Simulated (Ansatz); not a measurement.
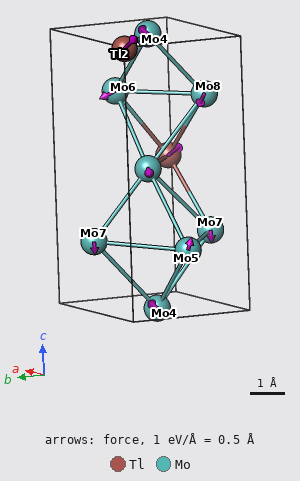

Starting geometry of a crystal of TlMo3 (built on the Cu3Au (L1_2)_221 type) (coarse preliminary run) with the computed forces as purple arrows. The picture is a ball-and-stick view of the cell of the calculation, seen from a free direction.

Level of theory: DFT PBE, scalar-relativistic, plane waves, PAW in Ansatz. (plane-wave cutoff 420 eV; k-point mesh 6 × 6 × 4; occupations gaussian; smearing width 0.1 eV; no spin polarisation; cell and atoms relaxed; force threshold 0.015 eV/Å; at most 120 steps)

Question: Is this structure relaxed? If not, where do the atoms go?

Answer: It isn't relaxed: the largest force vector, on a Tl atom, is 2.10 eV/Å. The final displacements follow the starting forces only in part (cosine between the two patterns 0.81). After 4 accepted moves (5 points after the start) the energy has fallen by 78.1 meV per atom. The largest force component goes from 1.8 to 0.0034 eV/Å. Pressure: 1.87 GPa at the start and 0.02 GPa at the end. At 1 point the geometry stayed and the basis and grid were re-selected for the new cell (energy shift of less than 0.05 meV per atom at most each time). The largest moves relative to the cell, 0.14 Å, are those of Tl and Mo atoms. Largest moves by element: Tl 0.14 Å, Mo 0.14 Å. Cell: a 4.039 → 4.092 Å (+1.3 %), b unchanged at 4.097 Å, c 8.295 → 8.144 Å (−1.8 %), α 87.7° → 90.0°, β 89.8° → 90.0°, γ 89.4° → 90.0°. Volume −0.5 %. Among the contacts that change: Mo–Tl 3.121 → 2.888 Å, Mo–Tl 2.697 → 2.886 Å, Mo–Mo 3.077 → 2.888 Å, Mo–Mo 2.730 → 2.897 Å. The space group (tolerance 0.01 Å) goes from P1 (No. 1) to P4/mmm (No. 123). Cost: 3.1 min on 1 thread of Intel(R) Xeon(R) 6975P-C (Granite Rapids) (shared host), peak memory 0.77 GiB.
